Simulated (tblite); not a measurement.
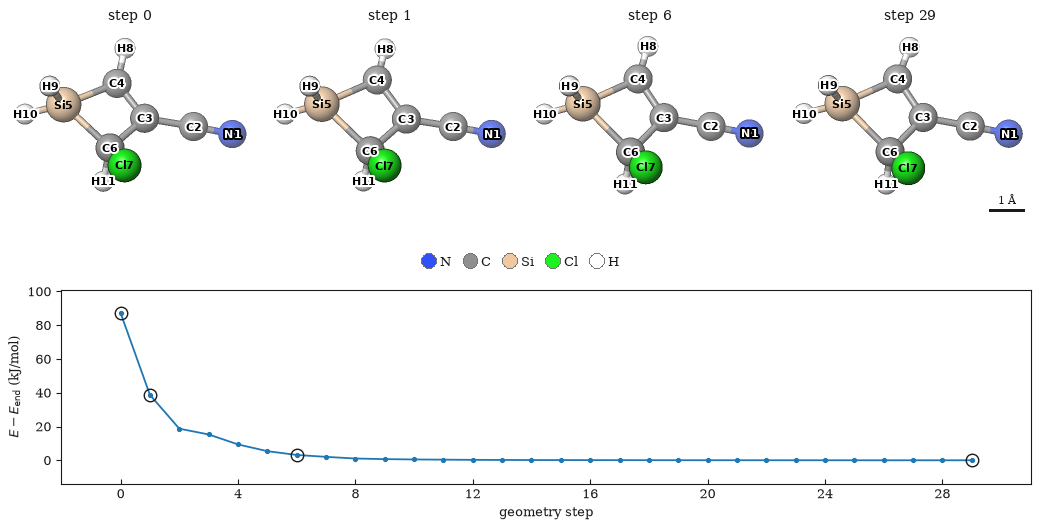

Frames of a relaxation of C4H4ClNSi, marked on the history of the run. The picture is a ball-and-stick view, seen at a tilt.

The calculation used tblite, GFN2-xTB geometry optimisation, gas phase. 

> What happens along the run?

H8 moves most after the best rigid fit: 0.15 Å. Largest moves by element: H 0.15 Å, C 0.14 Å, Cl 0.14 Å, N 0.11 Å, Si 0.05 Å. Among the contacts that change: Si5–C6 1.821 → 1.950 Å, C4–Si5 1.798 → 1.894 Å, C3–C6 1.446 → 1.508 Å, C6–H11 1.149 → 1.089 Å. Among the angles between lasting bonds that change: Si5–C4–H8 129.3° → 139.1°, C4–C3–C6 95.5° → 105.1°, C3–C6–Si5 94.7° → 87.6°. Over 29 geometry steps the energy falls by 87.2 kJ/mol. From step 0 to 1: C4 moves most (0.11 Å), energy −48.5 kJ/mol. From step 1 to 6: H8 moves most (0.12 Å), energy −35.6 kJ/mol. From step 6 to 29: Cl7 moves most (0.08 Å), energy −3.16 kJ/mol.
